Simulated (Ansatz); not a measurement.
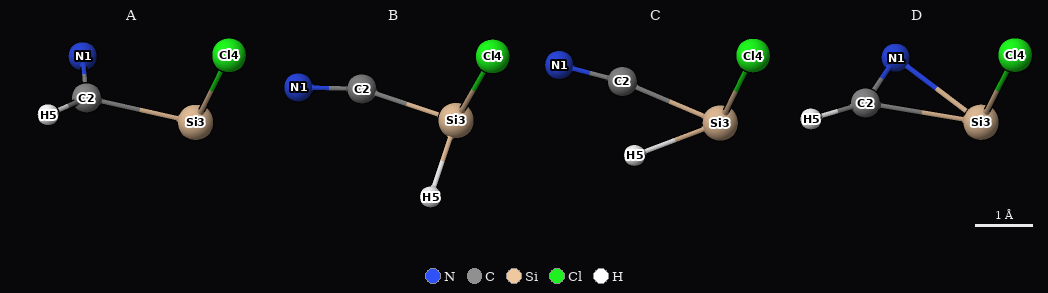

4 geometries from a converged minimum-energy path of CHClNSi (multiplicity 2), shuffled. Style: ball-and-stick. Shown at a tilt.

Theory: UKS PBE0/def2-SVP in Ansatz 0.2.0. Run with 5 movable images; climbing image; force threshold 0.05 eV/Å; iteration limit 60; starting path through a guess of the saddle point.

Which frame is the top of the path?

C. In order along the path, whose images run from 0 to 6: B (image 1, +3.8 kcal/mol), C (image 3, +46.6 kcal/mol), A (image 5, +25.5 kcal/mol), D (image 6, +19.8 kcal/mol). A hydrogen atom shifts from one atom to another. Breaking: Si3–H5 (1.49 → 1.68 at the top → 3.07 Å). Forming: C2–H5 (2.72 → 1.50 at the top → 1.10 Å).
